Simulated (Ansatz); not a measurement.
**CH4OSSi: rotation by 180° about the Si2–S4 bond, part 1 of 2**

Wanted: the energy profile along the rotation by 180° about the Si2–S4 bond, from relaxed end points and a band of images. SMILES of the start: C[Si](=O)S.

Method: RKS PBE0-D4/def2-SVP, in Ansatz 0.2.0.

### Step 1. The structure to begin with

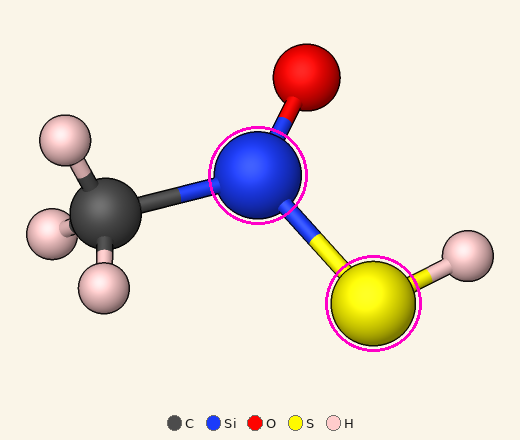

Start, viewed from a chosen angle; carbon dark grey, silicon blue, oxygen red, sulfur yellow, hydrogen pink. Ringed: Si2, S4.

As a file:

```xyz
8

C    -0.1940    1.2627   -0.1808
Si    0.5517   -0.4427    0.0971
O     1.9709   -0.9265    0.2546
S    -1.0567   -1.8565    0.1802
H     0.1308    1.6678   -1.1367
H     0.1431    1.9518    0.5903
H    -1.2819    1.2427   -0.1717
H    -0.2638   -2.8994    0.3670
```

### Step 2. End point A

input.yaml

```yaml
crystal:
  periodic: [false, false, false]
  atoms:
    - { symbol: C, position_ang: [-0.19396, 1.26273, -0.18078] }
    - { symbol: Si, position_ang: [0.55169, -0.44268, 0.09709] }
    - { symbol: O, position_ang: [1.97087, -0.92647, 0.25462] }
    - { symbol: S, position_ang: [-1.05668, -1.8565, 0.18017] }
    - { symbol: H, position_ang: [0.13077, 1.66782, -1.1367] }
    - { symbol: H, position_ang: [0.14307, 1.95182, 0.59027] }
    - { symbol: H, position_ang: [-1.28189, 1.24266, -0.17166] }
    - { symbol: H, position_ang: [-0.26385, -2.89938, 0.36699] }
basis:
  gaussian: { orbitals: def2-SVP }
hamiltonian:
  xc: pbe0
  dispersion: d4
relax:
  f_tol: 0.015
  max_steps: 40
```

Launch:

```
$ ansatz run input.yaml --threads 1 --pin off --max-ram 2048MiB --backend cpu --events-out ev --progress --plain --runs-dir out
```

Output, cut to the lines that bear on the results:

```text
Warning: RAYON_NUM_THREADS=1 ignored (pool sized by the plan → 1); use --threads N
[...]
Functional definition: PBE0
[...]
867 factors; integrals over basis functions are off by at most 3.8e-4 eV
[...]
mean field -21844.45409519 eV, -802.7688812953 hartree, gradient 8.8e-6 eV, S^2 0.000000; 0 other end points of the search recorded, 0 dependent functions left out
[...]
reference -21844.45411832 eV, -802.7688821454 hartree; 24, 24 occupied and 60, 60 virtual orbitals, 867 factors
relax step   1: F+E_penalty+E_count = -21844.61029513 eV  Δ(F+E_penalty+E_count) = +0.000e0 eV  max|allowed force component| = 2.042e0 eV/Å  Δτ_max = 0.0000 Å  (26 SCF iters, accepted)
[...]
relax step   5: F+E_penalty+E_count = -21844.68430541 eV  Δ(F+E_penalty+E_count) = -1.298e-3 eV  max|allowed force component| = 5.910e-2 eV/Å  Δτ_max = 0.0262 Å  (29 SCF iters, accepted)
[...]
relax step   6: F+E_penalty+E_count = -21844.68446420 eV  Δ(F+E_penalty+E_count) = -1.588e-4 eV  max|allowed force component| = 1.049e-2 eV/Å  Δτ_max = 0.0110 Å  (25 SCF iters, accepted)
867 factors; integrals over basis functions are off by at most 4.0e-4 eV
mean field -21844.52779748 eV, -802.7715898047 hartree, gradient 1.1e-5 eV, S^2 0.000000; 1 other end points of the search recorded, 0 dependent functions left out
[...]
reference -21844.52782049 eV, -802.7715906504 hartree; 24, 24 occupied and 60, 60 virtual orbitals, 867 factors
Total energy: -21844.68448721 eV, -802.7773480462 hartree
Atom 0 at    -0.195760     1.243676    -0.175362 Å, force     0.008206     0.007077    -0.001858 eV/Å
Atom 1 at     0.500721    -0.453013     0.101051 Å, force    -0.010492    -0.007024    -0.000205 eV/Å
Atom 2 at     1.973584    -0.845944     0.256091 Å, force     0.003032     0.002088     0.001152 eV/Å
Atom 3 at    -1.082790    -1.850516     0.169287 Å, force     0.005614    -0.003375     0.000134 eV/Å
Atom 4 at     0.154563     1.621588    -1.148952 Å, force    -0.001605     0.001006     0.002159 eV/Å
Atom 5 at     0.189639     1.924965     0.598736 Å, force     0.001363     0.001891    -0.001853 eV/Å
Atom 6 at    -1.294633     1.254665    -0.159334 Å, force    -0.002743    -0.004344     0.001088 eV/Å
Atom 7 at    -0.245304    -2.895421     0.358483 Å, force    -0.003374     0.002680    -0.000616 eV/Å
Dipole moment:    -0.586353     0.282780    -0.082362 e Å
```

Wall time 24 s (1 thread of Arm Neoverse V1, shared host); peak memory 0.16 GiB.

Step by step:

```
step  energy from step 1 (eV)  largest force component (eV/Å)
   1                   0.0000                          2.0422
   2                  -0.0560                          1.0048
   3                  -0.0705                          0.1766
   4                  -0.0727                          0.0708
   5                  -0.0740                          0.0591
   6                  -0.0742                          0.0105
```

Step 1 is the start.

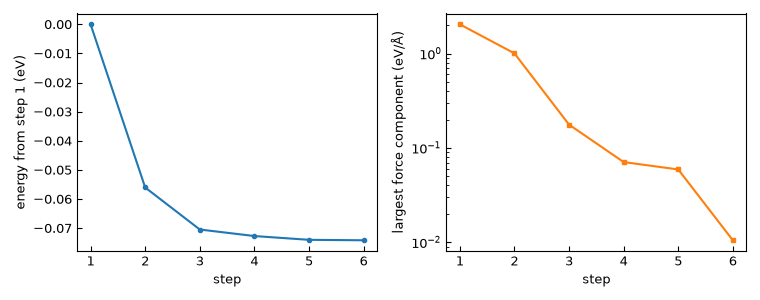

How energy and force went from step to step.

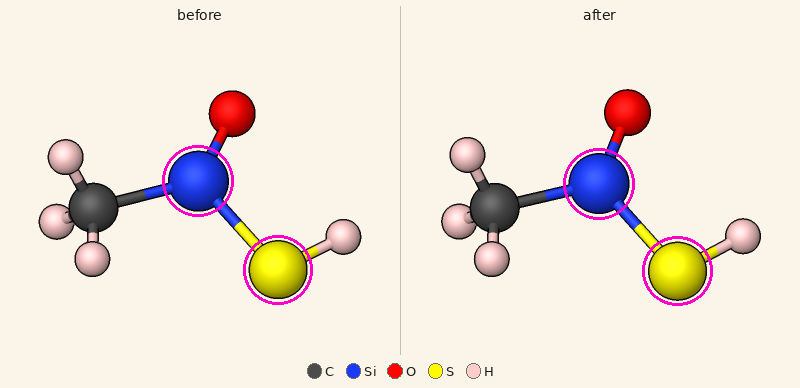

Before and after, at one scale.

After: Bond lengths: C1–Si2 1.855 Å, Si2–O3 1.532 Å, Si2–S4 2.113 Å, C1–H5 1.102 Å, C1–H6 1.101 Å, C1–H7 1.099 Å, S4–H8 1.352 Å. Angles: C1–Si2–O3 127.6°, C1–Si2–S4 109.2°, O3–Si2–S4 123.2°, Si2–C1–H5 109.0°, Si2–C1–H6 109.3°, Si2–C1–H7 112.5°, H5–C1–H6 107.3°, H5–C1–H7 109.1°, H6–C1–H7 109.5°, Si2–S4–H8 92.9°.

### Step 3. Relaxing end B

The second end starts from a geometry with the move made by hand.

Edit input.yaml of step 2 so:

```diff
@@ -10,3 +10,3 @@
     - { symbol: H, position_ang: [-1.28189, 1.24266, -0.17166] }
-    - { symbol: H, position_ang: [-0.26385, -2.89938, 0.36699] }
+    - { symbol: H, position_ang: [-1.99996, -0.94587, 0.00112] }
 basis:
```

Launch:

```
$ ansatz run input.yaml --threads 1 --pin off --max-ram 2048MiB --backend cpu --events-out ev --progress --plain --runs-dir out
```

Output, cut to the lines that bear on the results:

```text
Warning: RAYON_NUM_THREADS=1 ignored (pool sized by the plan → 1); use --threads N
[...]
Functional definition: PBE0
[...]
864 factors; integrals over basis functions are off by at most 3.8e-4 eV
[...]
mean field -21844.33537487 eV, -802.7645184041 hartree, gradient 8.1e-6 eV, S^2 0.000000; 0 other end points of the search recorded, 0 dependent functions left out
[...]
reference -21844.33539702 eV, -802.7645192182 hartree; 24, 24 occupied and 60, 60 virtual orbitals, 864 factors
relax step   1: F+E_penalty+E_count = -21844.49392401 eV  Δ(F+E_penalty+E_count) = +0.000e0 eV  max|allowed force component| = 2.075e0 eV/Å  Δτ_max = 0.0000 Å  (27 SCF iters, accepted)
[...]
relax step   4: F+E_penalty+E_count = -21844.57563881 eV  Δ(F+E_penalty+E_count) = -6.109e-3 eV  max|allowed force component| = 2.108e-1 eV/Å  Δτ_max = 0.0689 Å  (27 SCF iters, accepted)
[...]
relax step   7: F+E_penalty+E_count = -21844.58294777 eV  Δ(F+E_penalty+E_count) = -1.546e-3 eV  max|allowed force component| = 1.178e-1 eV/Å  Δτ_max = 0.0529 Å  (27 SCF iters, accepted)
[...]
relax step  10: F+E_penalty+E_count = -21844.57620976 eV  Δ(F+E_penalty+E_count) = +1.394e-2 eV  max|allowed force component| = 7.156e-1 eV/Å  Δτ_max = 0.1952 Å  (28 SCF iters, rejected (line search))
[...]
relax step  11: F+E_penalty+E_count = -21844.59281213 eV  Δ(F+E_penalty+E_count) = -2.664e-3 eV  max|allowed force component| = 1.003e-1 eV/Å  Δτ_max = 0.0976 Å  (29 SCF iters, accepted)
[...]
relax step  12: F+E_penalty+E_count = -21844.59255988 eV  Δ(F+E_penalty+E_count) = +2.522e-4 eV  max|allowed force component| = 2.558e-1 eV/Å  Δτ_max = 0.0977 Å  (26 SCF iters, rejected (line search))
[...]
864 factors; integrals over basis functions are off by at most 4.0e-4 eV
mean field -21844.43721131 eV, -802.7682608244 hartree, gradient 8.2e-5 eV, S^2 0.000000; 0 other end points of the search recorded, 0 dependent functions left out
[...]
reference -21844.43723363 eV, -802.7682616446 hartree; 24, 24 occupied and 60, 60 virtual orbitals, 864 factors
```

### Step 4. More of the same log: end point B relaxed

Output, continued, cut to the lines that bear on the results:

```text
relax step  13: F+E_penalty+E_count = -21844.59543546 eV  Δ(F+E_penalty+E_count) = -2.623e-3 eV  max|allowed force component| = 3.921e-2 eV/Å  Δτ_max = 0.0488 Å  (26 SCF iters, accepted)
[...]
relax step  19: F+E_penalty+E_count = -21844.59899059 eV  Δ(F+E_penalty+E_count) = +2.178e-4 eV  max|allowed force component| = 5.438e-2 eV/Å  Δτ_max = 0.0475 Å  (26 SCF iters, rejected (line search))
[...]
relax step  20: F+E_penalty+E_count = -21844.59942625 eV  Δ(F+E_penalty+E_count) = -2.178e-4 eV  max|allowed force component| = 8.874e-3 eV/Å  Δτ_max = 0.0162 Å  (26 SCF iters, accepted)
864 factors; integrals over basis functions are off by at most 4.4e-4 eV
[...]
mean field -21844.44101922 eV, -802.7684007626 hartree, gradient 8.9e-5 eV, S^2 0.000000; 1 other end points of the search recorded, 0 dependent functions left out
[...]
reference -21844.44104157 eV, -802.7684015837 hartree; 24, 24 occupied and 60, 60 virtual orbitals, 864 factors
Total energy: -21844.59944860 eV, -802.7742229346 hartree
Atom 0 at    -0.182625     1.273904    -0.130304 Å, force    -0.001510    -0.003120     0.003129 eV/Å
Atom 1 at     0.473786    -0.428373     0.226884 Å, force    -0.003108     0.008874    -0.004992 eV/Å
Atom 2 at     1.887153    -0.792867     0.687881 Å, force    -0.002881    -0.000977     0.000946 eV/Å
Atom 3 at    -0.998821    -1.916541    -0.082670 Å, force     0.002261    -0.007537     0.001575 eV/Å
Atom 4 at    -0.509247     1.349923    -1.179500 Å, force     0.001445     0.000710     0.005280 eV/Å
Atom 5 at     0.607268     2.015393     0.055715 Å, force    -0.003111    -0.002527    -0.001924 eV/Å
Atom 6 at    -1.048729     1.499071     0.511808 Å, force     0.005496     0.000257    -0.004026 eV/Å
Atom 7 at    -1.964874    -1.047001    -0.455684 Å, force     0.001408     0.004319     0.000013 eV/Å
Dipole moment:    -0.831400     0.572253    -0.304749 e Å
```

Wall time 69 s (1 thread of Arm Neoverse V1, shared host); peak memory 0.16 GiB.

Step by step:

```csv
step,energy from step 1 (eV),largest force component (eV/Å)
1,0.0000,2.0749
2,-0.0643,0.9509
3,-0.0756,0.3085
4,-0.0817,0.2108
5,-0.0841,0.0559
6,-0.0875,0.0657
7,-0.0890,0.1178
8,-0.0902,0.1234
9,-0.0962,0.0344
10x,-0.0823,0.7156
11,-0.0989,0.1003
12x,-0.0986,0.2558
13,-0.1015,0.0392
14,-0.1029,0.0652
15,-0.1035,0.1487
16,-0.1043,0.0824
17,-0.1051,0.0110
18,-0.1053,0.0332
19x,-0.1051,0.0544
20,-0.1055,0.0089
```

Step 1 is the start. 3 steps were tried and not accepted (marked x).

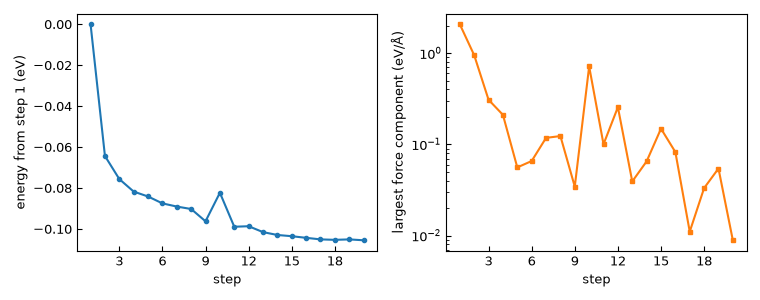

How energy and force went from step to step.

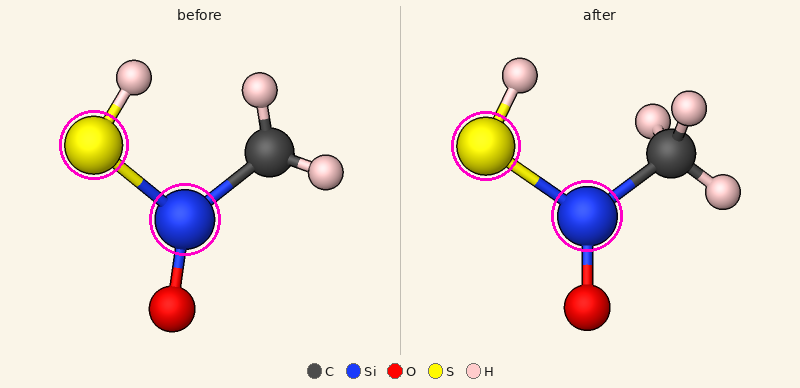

The structure before (left) and after (right), drawn at the same scale.

After: Bond lengths: C1–Si2 1.859 Å, Si2–O3 1.531 Å, Si2–S4 2.116 Å, C1–H5 1.101 Å, C1–H6 1.099 Å, C1–H7 1.101 Å, S4–H8 1.352 Å. Angles: C1–Si2–O3 127.0°, C1–Si2–S4 111.7°, O3–Si2–S4 121.3°, Si2–C1–H5 110.5°, Si2–C1–H6 109.4°, Si2–C1–H7 110.7°, H5–C1–H6 109.1°, H5–C1–H7 107.9°, H6–C1–H7 109.2°, Si2–S4–H8 94.9°.

### Step 5. Nudged elastic band

crystal.atoms is end A as relaxed above, and neb.final_atoms is end B, turned to lie on A. With 5 inner images the band has 7 in all.

input.yaml

```yaml
crystal:
  periodic: [false, false, false]
  atoms:
    - { symbol: C, position_ang: [-0.19576, 1.243676, -0.175362] }
    - { symbol: Si, position_ang: [0.500721, -0.453013, 0.101051] }
    - { symbol: O, position_ang: [1.973584, -0.845944, 0.256091] }
    - { symbol: S, position_ang: [-1.08279, -1.850516, 0.169287] }
    - { symbol: H, position_ang: [0.154563, 1.621588, -1.148952] }
    - { symbol: H, position_ang: [0.189639, 1.924965, 0.598736] }
    - { symbol: H, position_ang: [-1.294633, 1.254665, -0.159334] }
    - { symbol: H, position_ang: [-0.245304, -2.895421, 0.358483] }
basis:
  gaussian: { orbitals: def2-SVP }
hamiltonian:
  xc: pbe0
  dispersion: d4
neb:
  order_check: false
  images: 5
  f_tol: 0.05
  max_iterations: 60
  initial_path: idpp
  final_atoms:
    - { symbol: C, position_ang: [-0.19477785, 1.00460628, -0.14654393] }
    - { symbol: Si, position_ang: [0.81254457, -0.48259189, 0.33277725] }
    - { symbol: O, position_ang: [2.2513384, -0.4914771, 0.85505471] }
    - { symbol: S, position_ang: [-0.27321345, -2.28063392, 0.07352168] }
    - { symbol: H, position_ang: [-0.48636926, 0.94840684, -1.20724612] }
    - { symbol: H, position_ang: [0.39955805, 1.91493981, 0.01592965] }
    - { symbol: H, position_ang: [-1.11517989, 1.06111118, 0.45579436] }
    - { symbol: H, position_ang: [-1.39388057, -1.67436119, -0.3792876] }
```

Launch:

```
$ ansatz run input.yaml --threads 1 --pin off --max-ram 2048MiB --backend cpu --events-out ev --progress --plain --runs-dir out
```

Output, cut to the lines that bear on the results:

```text
Warning: RAYON_NUM_THREADS=1 ignored (pool sized by the plan → 1); use --threads N
[...]
Functional definition: PBE0
[...]
866 factors; integrals over basis functions are off by at most 4.0e-4 eV
[...]
mean field -21844.52779132 eV, -802.7715895781 hartree, gradient 1.0e-5 eV, S^2 0.000000; 0 other end points of the search recorded, 0 dependent functions left out
[...]
reference -21844.52781434 eV, -802.7715904241 hartree; 24, 24 occupied and 60, 60 virtual orbitals, 866 factors
866 factors; integrals over basis functions are off by at most 4.7e-4 eV
[...]
mean field -21844.44102405 eV, -802.7684009400 hartree, gradient 1.5e-5 eV, S^2 0.000000; 0 other end points of the search recorded, 0 dependent functions left out
[...]
reference -21844.44104643 eV, -802.7684017625 hartree; 24, 24 occupied and 60, 60 virtual orbitals, 866 factors
[...]
Total energy: -21844.34082860 eV, -802.7647188249 hartree
Atom 0 at    -0.111872     1.099518    -0.339635 Å, force     0.007869    -0.014284    -0.004265 eV/Å
Atom 1 at     0.422392    -0.373890     0.654394 Å, force    -0.002918     0.000460     0.001633 eV/Å
Atom 2 at     1.672759    -0.446213     1.535518 Å, force    -0.004413     0.002765    -0.002958 eV/Å
Atom 3 at    -0.971404    -1.994112     0.440670 Å, force     0.002738     0.003142    -0.001715 eV/Å
Atom 4 at    -0.168340     0.829532    -1.406398 Å, force    -0.002648     0.003867     0.002177 eV/Å
Atom 5 at     0.590376     1.933660    -0.205328 Å, force    -0.001207     0.001807     0.000599 eV/Å
Atom 6 at    -1.124400     1.406062    -0.032979 Å, force     0.000002     0.003409     0.003710 eV/Å
Atom 7 at    -0.309490    -2.454556    -0.646243 Å, force     0.000577    -0.001166     0.000817 eV/Å
Dipole moment:    -0.475358     0.236869    -0.676728 e Å
this run last wrote the band of iteration 14 to <dir>; this run last wrote the band within `neb.f_tol` of iteration 12 to <dir>
```

It took 3.4 min on 1 thread of Arm Neoverse V1, shared host; peak memory 0.16 GiB.

### Step 6. Images and barrier

Images 0 and 6 are the ends. Energies count from image 0; the path length is the program's own measure over all atoms.

| image | path (Å) | energy (eV) | dihedral O3–Si2–S4–H8 (°) | band force (eV/Å) |
| --- | --- | --- | --- | --- |
| 0 | 0.000 | 0.0000 | 0 | - |
| 1 | 0.883 | -0.0045 | 0 | 0.011 |
| 2 | 1.765 | 0.1367 | -37 | 0.018 |
| 3* | 2.648 | 0.3437 | -92 | 0.014 |
| 4 | 3.206 | 0.2601 | -128 | 0.042 |
| 5 | 3.765 | 0.1190 | -162 | 0.029 |
| 6 | 4.325 | 0.0850 | -180 | - |

The star marks the climbing image.

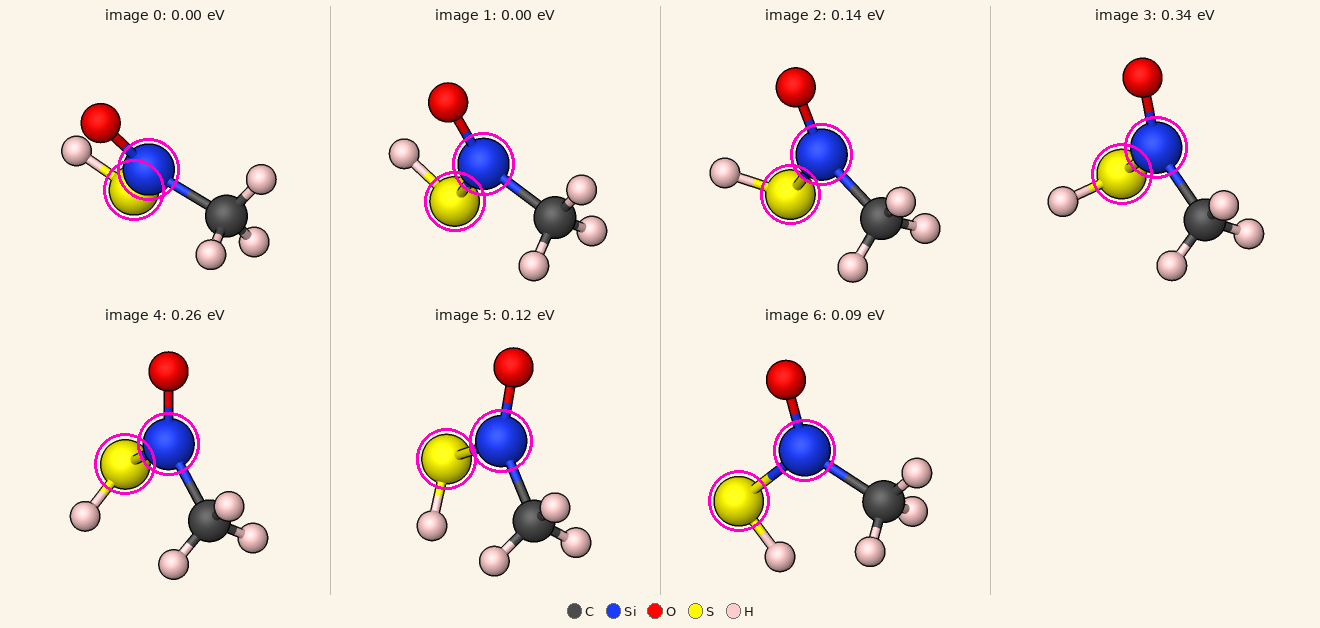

The images of the last band, seen from a free direction. Ringed: Si2, S4. Sticks join atoms closer than a bonding distance in each image.

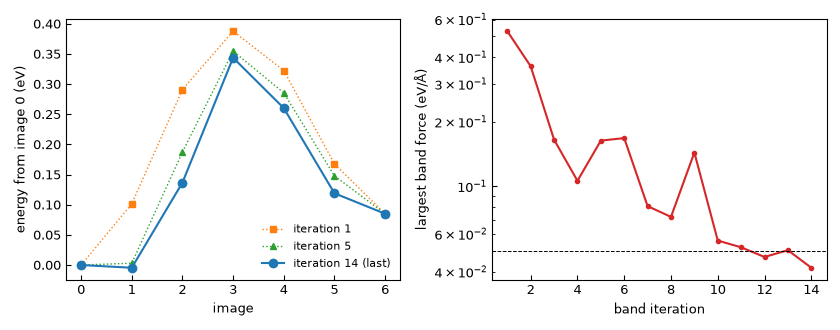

Left: energy of each image for early iterations and the last one (lines only join the points; early values far above the last band run off the scale). Right: the largest band force by iteration, with the threshold dashed.

The top of the band by iteration:

```
iteration  highest image above image 0 (eV)  largest band force (eV/Å)
        1                            0.3878                      0.529
        3                            0.3603                      0.165
        5                            0.3547                      0.163
        7                            0.3508                      0.081
        9                            0.3465                      0.144
       11                            0.3447                      0.052
       13                            0.3438                      0.050
       14                            0.3437                      0.042
```

The band as a trajectory file:

```xyz
8
image=0 dE=0.0000
C    -0.196    1.244   -0.175
Si    0.501   -0.453    0.101
O     1.974   -0.846    0.256
S    -1.083   -1.851    0.169
H     0.155    1.622   -1.149
H     0.190    1.925    0.599
H    -1.295    1.255   -0.159
H    -0.245   -2.895    0.358
8
image=1 dE=-0.0045
C    -0.178    1.241   -0.220
Si    0.476   -0.431    0.246
O     1.862   -0.780    0.797
S    -1.018   -1.880   -0.124
H    -0.118    1.366   -1.313
H     0.429    2.025    0.255
H    -1.232    1.354    0.077
H    -0.221   -2.895    0.281
8
image=2 dE=0.1367
C    -0.152    1.199   -0.266
Si    0.435   -0.386    0.487
O     1.749   -0.650    1.229
S    -1.047   -1.852    0.053
H    -0.255    1.020   -1.349
H     0.555    2.020   -0.089
H    -1.149    1.467    0.114
H    -0.137   -2.817   -0.179
8
image=3 dE=0.3437
C    -0.112    1.100   -0.340
Si    0.422   -0.374    0.654
O     1.673   -0.446    1.536
S    -0.971   -1.994    0.441
H    -0.168    0.830   -1.406
H     0.590    1.934   -0.205
H    -1.124    1.406   -0.033
H    -0.309   -2.455   -0.646
8
image=4 dE=0.2601
C    -0.066    1.025   -0.404
Si    0.423   -0.360    0.738
O     1.527   -0.278    1.795
S    -0.797   -2.102    0.539
H    -0.061    0.720   -1.462
H     0.625    1.868   -0.260
H    -1.090    1.349   -0.159
H    -0.561   -2.221   -0.786
8
image=5 dE=0.1190
C    -0.008    0.953   -0.458
Si    0.421   -0.337    0.812
O     1.345   -0.138    2.016
S    -0.580   -2.183    0.523
H     0.076    0.586   -1.492
H     0.657    1.818   -0.318
H    -1.049    1.281   -0.301
H    -0.860   -1.980   -0.783
8
image=6 dE=0.0850
C    -0.209    1.007    0.104
Si    0.724   -0.576    0.384
O     1.974   -0.768    1.247
S    -0.146   -2.195   -0.666
H    -0.209    1.272   -0.965
H     0.266    1.816    0.676
H    -1.257    0.902    0.427
H    -1.143   -1.459   -1.207
```

(Continued in part 2 of 2.)
